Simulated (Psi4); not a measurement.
# UDSD-PBEP86/def2-SVPD (density fitting for correlation) run of SiN2H5 (SMILES N[SiH]N)

What is the vertical electron affinity of SiN2H5 at UDSD-PBEP86/def2-SVPD (density fitting for correlation)? 

Program for the calculation: Psi4 1.11.

## (1) The structure to begin with

The species is SiN2H5 (8 atoms), meant as a doublet with charge 0. SMILES: `N[SiH]N`. The shape is that of a PBE0-D4/def2-TZVP optimisation. This is one conformer, not always the lowest.

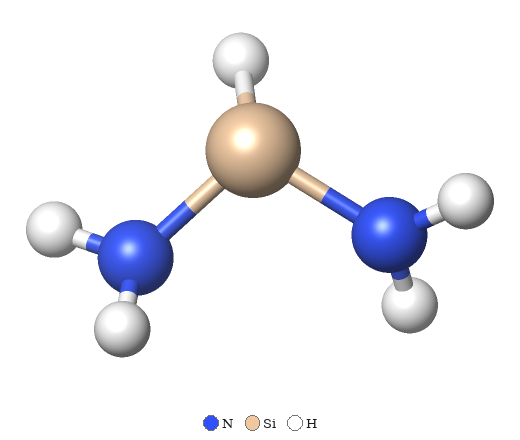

Viewed from a chosen angle; nitrogen blue, silicon light orange, hydrogen white.

## (2) The energy at UDSD-PBEP86/def2-SVPD (density fitting for correlation)

Input file calc.dat:

```
memory 2200 mb

molecule {
  0 2
  N
  Si 1 1.712841
  N 2 1.72046 1 106.10273
  H 1 1.008265 2 122.17987 3 43.63343
  H 1 1.004655 4 112.76056 2 -160.06737
  H 2 1.504214 1 117.1628 5 86.90597
  H 3 1.007932 2 120.16142 6 -179.4117
  H 3 1.007558 7 111.47268 2 -147.47527
  symmetry c1
  no_reorient
  no_com
}

set {
  basis                def2-SVPD
  reference            uks
  puream               true
  e_convergence        1e-09
  d_convergence        1e-08
  scf_type             pk
  dft_radial_points    99
  dft_spherical_points 590
  num_frozen_docc      7
  maxiter              100
}

energy('dsd-pbep86')
```

Command:

```sh
$ psi4 -i calc.dat -o calc.out -n 1
```

calc.out (excerpt; [...] marks lines left out):

```text
[...]
  Running in c1 symmetry.
[...]
  Nuclear repulsion =  111.028692667126506
[...]
  Multiplicity = 2
[...]
  Nalpha       = 17
  Nbeta        = 16
[...]
    Number of basis functions: 104
[...]
   @UKS iter   1:  -400.89542218017993   -4.69011e-01   6.25467e-03 ADIIS/DIIS
[...]
   @UKS iter  13:  -401.09415169795386   -8.07177e-12   5.84334e-09 DIIS
[...]
   @S^2 Observed:                7.538350097E-01
[...]
    Orbital Energies [Eh]
    ---------------------
    Alpha Occupied:
       1A    -67.843357     2A    -15.112278     3A    -15.107526
       4A     -5.843655     5A     -4.042043     6A     -4.036291
       7A     -4.035315     8A     -1.044324     9A     -1.016794
      10A     -0.656738    11A     -0.612740    12A     -0.604904
      13A     -0.521434    14A     -0.469991    15A     -0.407409
      16A     -0.364022    17A     -0.256450
    Alpha Virtual:
      18A      0.069778    19A      0.084163    20A      0.111584
      21A      0.139070    22A      0.150076    23A      0.158353
      24A      0.171338    25A      0.185146    26A      0.197185
[...]
  @UKS Final Energy:  -401.09415169795386
   => Energetics <=
    Nuclear Repulsion Energy =            111.0286926671265064
    One-Electron Energy =                -773.2846692758389509
    Two-Electron Energy =                 271.5762461052262893
    DFT Exchange-Correlation Energy =     -10.4144211944676925
    Empirical Dispersion Energy =           0.0000000000000000
    VV10 Nonlocal Energy =                  0.0000000000000000
    Total Energy =                       -401.0941516979538619
[...]
 Multipole Moments:
 ------------------------------------------------------------------------------------
     Multipole            Electronic (a.u.)      Nuclear  (a.u.)        Total (a.u.)
 ------------------------------------------------------------------------------------
 L = 1.  Multiply by 2.5417464519 to convert [e a0] to [Debye]
 Dipole X            :          0.9817016           -0.9253270            0.0563746
 Dipole Y            :          0.8775822           -1.1673223           -0.2897402
 Dipole Z            :          0.4144703           -0.5978547           -0.1833843
 Magnitude           :                                                    0.3475015
[...]
```

Wall time 35 s (1 thread of Intel Xeon Platinum 8488C (Sapphire Rapids), shared host); peak memory 1.1 GiB.

## (3) The singlet anion at the same level

Input file input.json:

```json
{
  "schema_name": "qcschema_input",
  "schema_version": 1,
  "molecule": {
    "schema_name": "qcschema_molecule",
    "schema_version": 2,
    "symbols": ["N", "Si", "N", "H", "H", "H", "H", "H"],
    "geometry": [-1.94074873, 1.17559862, -1.45187658, 0.99720848, 1.09585218, -0.09580911, 1.49193878, -1.98912572, 0.80332258, -3.43533312, 0.27306543, -0.68899415, -2.45021889, 2.54999643, -2.65846671, 1.3537998, 2.55887815, 2.31510348, 1.38101185, -3.39016867, -0.48225811, 2.7758187, -2.38199978, 2.15334292],
    "molecular_charge": -1,
    "molecular_multiplicity": 1,
    "fix_symmetry": "c1"
  },
  "driver": "energy",
  "model": {
    "method": "dsd-pbep86",
    "basis": "def2-SVPD"
  },
  "keywords": {
    "reference": "rks",
    "puream": true,
    "e_convergence": 1e-09,
    "d_convergence": 1e-08,
    "scf_type": "pk",
    "dft_radial_points": 99,
    "dft_spherical_points": 590,
    "num_frozen_docc": 7
  }
}
```

Command:

```sh
$ psi4 --qcschema input.json -n 1 --memory 2200MB
```

stdout (excerpt; [...] marks lines left out):

```text
[...]
  Running in c1 symmetry.
[...]
  Nuclear repulsion =  111.028710903504304
[...]
  Multiplicity = 1
[...]
  Nalpha       = 17
  Nbeta        = 17
[...]
    Number of basis functions: 104
[...]
   @RKS iter   1:  -400.77183209826109   -3.45421e-01   7.10738e-03 DIIS/ADIIS
[...]
   @RKS iter  13:  -401.06235073550152   -7.84439e-12   4.60392e-09 DIIS
[...]
    Orbital Energies [Eh]
    ---------------------
    Doubly Occupied:
       1A    -67.589781     2A    -14.911925     3A    -14.909662
       4A     -5.590789     5A     -3.785842     6A     -3.784991
       7A     -3.782921     8A     -0.844662     9A     -0.819922
      10A     -0.441578    11A     -0.418925    12A     -0.408437
      13A     -0.318143    14A     -0.247603    15A     -0.195225
      16A     -0.163601    17A      0.032292
[...]
  @RKS Final Energy:  -401.06235073550152
   => Energetics <=
    Nuclear Repulsion Energy =            111.0287109035043045
    One-Electron Energy =                -780.3566945163009905
    Two-Electron Energy =                 278.7454922094651693
    DFT Exchange-Correlation Energy =     -10.4798593321699265
    Empirical Dispersion Energy =           0.0000000000000000
    VV10 Nonlocal Energy =                  0.0000000000000000
    Total Energy =                       -401.0623507355015249
[...]
 Multipole Moments:
 ------------------------------------------------------------------------------------
     Multipole            Electronic (a.u.)      Nuclear  (a.u.)        Total (a.u.)
 ------------------------------------------------------------------------------------
 L = 1.  Multiply by 2.5417464519 to convert [e a0] to [Debye]
 Dipole X            :         -0.1217419           -1.0399584           -1.1617003
 Dipole Y            :         -0.4491771           -0.9494806           -1.3986578
 Dipole Z            :         -0.3393777            0.7702429            0.4308652
 Magnitude           :                                                    1.8685384
[...]
```

The result, in JSON:

```text
{
 "driver": "energy",
 "model": {
  "method": "dsd-pbep86",
  "basis": "def2-SVPD"
 },
 "success": true,
 "return_result": -401.32191582414896,
 "properties": {
  "calcinfo_nbasis": 104,
  "calcinfo_nmo": 104,
  "calcinfo_nalpha": 17,
  "calcinfo_nbeta": 17,
  "calcinfo_natom": 8,
  "nuclear_repulsion_energy": 111.0287109035043,
  "return_energy": -401.32191582414896,
  "scf_one_electron_energy": -780.356694516301,
  "scf_two_electron_energy": 278.74549220946517,
  "scf_xc_energy": -10.479859332169926,
  "scf_dipole_moment": [-1.1617002999618589, -1.398657755134292, 0.43086521595255545],
  "scf_total_energy": -401.0623507355015,
  "scf_iterations": 13
 }
}
```

Run time: 29 s. Hardware: 1 thread of Intel Xeon Platinum 8488C (Sapphire Rapids), shared host; peak memory 1.1 GiB.

## (4) What came out

At UDSD-PBEP86/def2-SVPD (density fitting for correlation), 7 core orbitals frozen:

| quantity | value |
| --- | --- |
| doublet SiN2H5: total energy | -401.33518 Eh |
| doublet SiN2H5: HOMO energy (SCF part's orbitals) (highest over α and β) | -6.98 eV |
| doublet SiN2H5: LUMO energy (SCF part's orbitals) (lowest over α and β) | 0.64 eV |
| doublet SiN2H5: ⟨S²⟩ | 0.754 |
| singlet anion: total energy | -401.32192 Eh |
| singlet anion: HOMO energy (SCF part's orbitals) | 0.88 eV |
| singlet anion: LUMO energy (SCF part's orbitals) | 6.12 eV |
| singlet anion: HOMO–LUMO gap (to an unbound level, set by the basis) | 5.24 eV |
| vertical electron affinity (to the singlet anion) | -0.361 eV |

The anion lies 0.36 eV (8.3 kcal/mol) above the neutral: the electron isn't bound at this level, and such a value depends on the basis. The HOMO (singlet anion) lies at positive energy, 0.88 eV; only total energies tell whether the electron is bound.
